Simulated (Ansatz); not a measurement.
# C2H8GeO2 (SMILES C[O][GeH2][CH2]O): what the fields show

Input file:

```
crystal:
  periodic: [false, false, false]
  atoms:
    - { symbol: C, position_ang: [-1.8713, -0.2304, 0.3154] }
    - { symbol: O, position_ang: [-1.1443, -0.6858, -0.7535] }
    - { symbol: Ge, position_ang: [0.484, -0.9888, -0.1308] }
    - { symbol: C, position_ang: [1.5671, 0.7013, 0.0309] }
    - { symbol: O, position_ang: [1.5373, 1.327, -1.225] }
    - { symbol: H, position_ang: [-1.5158, 0.7948, 0.6817] }
    - { symbol: H, position_ang: [-1.9773, -0.9273, 1.1304] }
    - { symbol: H, position_ang: [-2.9053, 0.0264, -0.0821] }
    - { symbol: H, position_ang: [1.2749, -1.904, -1.0581] }
    - { symbol: H, position_ang: [0.4506, -1.6777, 1.2944] }
    - { symbol: H, position_ang: [1.0004, 1.3414, 0.818] }
    - { symbol: H, position_ang: [2.5484, 0.4791, 0.381] }
    - { symbol: H, position_ang: [0.5718, 1.7094, -1.3877] }
basis:
  gaussian: { orbitals: def2-SVP }
hamiltonian:
  xc: pbe0
  dispersion: d4
relax:
  f_tol: 0.015
  max_steps: 40
output:
  orbitals: {}
```

Launched as:

```sh
ansatz run input.yaml --threads 2 --pin off --max-ram 3072MiB --backend cpu --events-out ev --progress --plain --runs-dir out
```

The fields are those of the relaxed geometry.

Method: RKS PBE0-D4/def2-SVP in Ansatz.

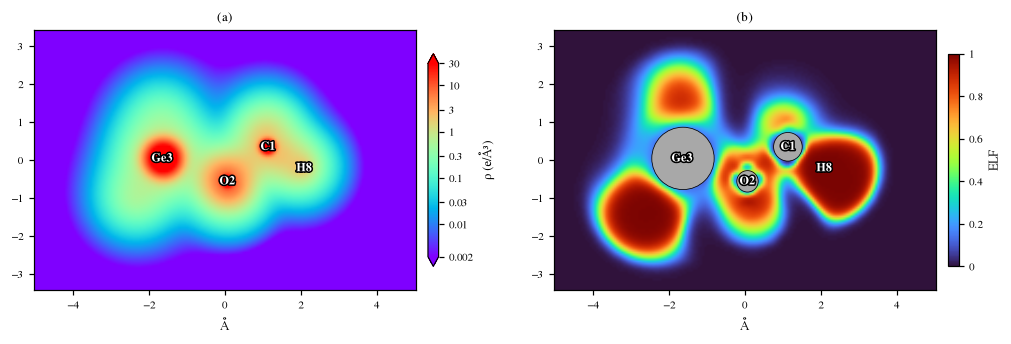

Figure 1. (a) total electron density; (b) ELF on the plane of atoms C1, O2 and Ge3. Grey discs cover the atomic cores in the ELF map.

> Describe what can be read from this map.

- The section cuts through C, O, Ge and H sites.
- C–O (1.40 Å): ρ at the midpoint is about 2.1 e/Å³, with its minimum of 1.8 e/Å³ about 0.5 Å from C; the ELF peaks at about 0.90 between the atoms (a shared but strongly polarised pair).
- Ge–O (1.80 Å): ρ at the midpoint is about 0.9 e/Å³; the ELF peaks at about 0.85 in the valence shell of O, 0.6 Å from its nucleus, and is about 0.35 at the midpoint.
- C–H (1.10 Å): the density is about 2 e/Å³ at the midpoint; the ELF climbs to about 1 towards the hydrogen, as it does in any bond to H; a covalent bond by its length.
- The ELF also peaks beside O2, away from the bonds: lone-pair regions.

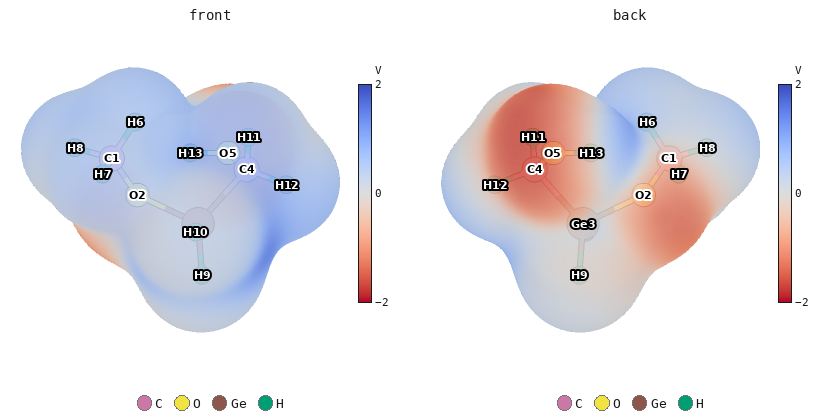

Figure 2. The electrostatic potential painted on the density surface at 0.001 e/bohr³, seen from the front and from behind; red is negative and blue positive.

> Describe the electrostatic potential map.

The most negative region (about −1.5 V) lies over O5, the most positive (about +1.3 V) over Ge3. O5 is the likeliest acceptor of a hydrogen bond.

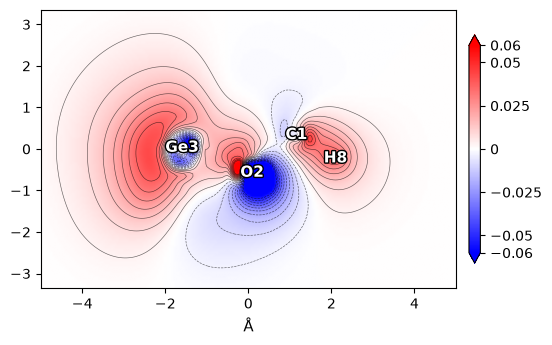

Figure 3. The HOMO−1 on the plane of atoms O2, C1 and H8 (values in Å⁻³ᐟ²; the overall sign is arbitrary).

> Where does this orbital lie, and at what energy?

By Hirshfeld shares it lies mainly on O2 (about 50 %), O5 (about 15 %), C1 (about 10 %) and H6 (about 5 %). Its energy is −8.05 eV.

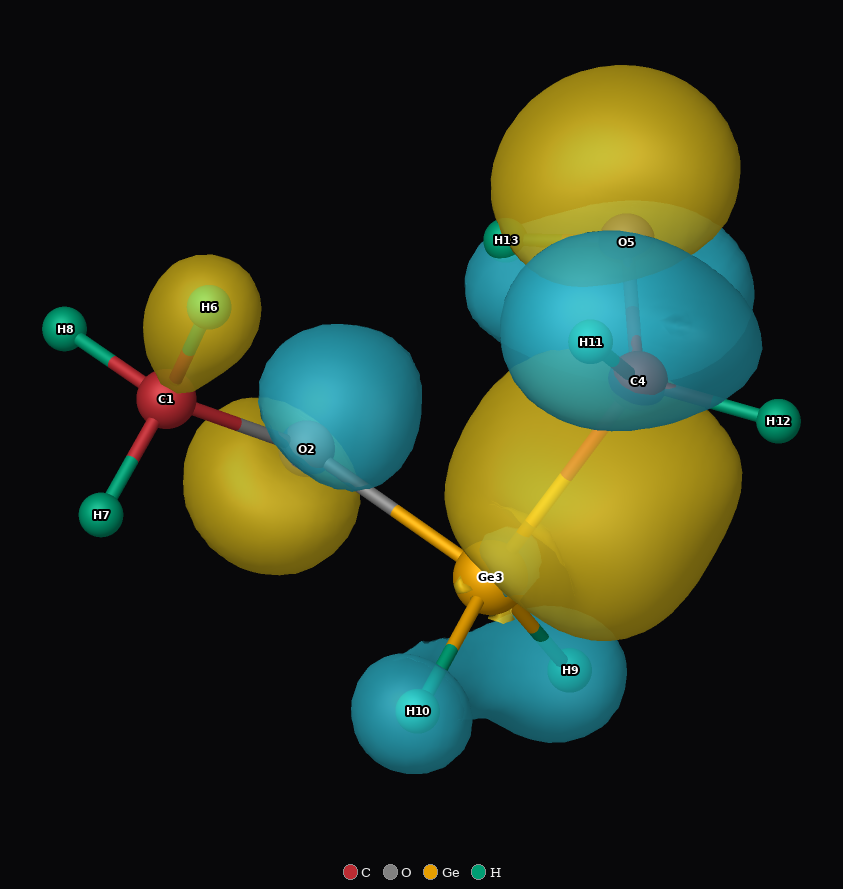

Figure 4. The HOMO at ±0.1 Å⁻³ᐟ² (yellow and cyan are the two phases), seen at a tilt.

> Describe this orbital and give its energy.

Its weight (Hirshfeld) is mainly on O5 (about 40 %), C4 (about 20 %), Ge3 (about 15 %), O2 (about 10 %) and H11 (about 5 %). Its energy is −7.21 eV.
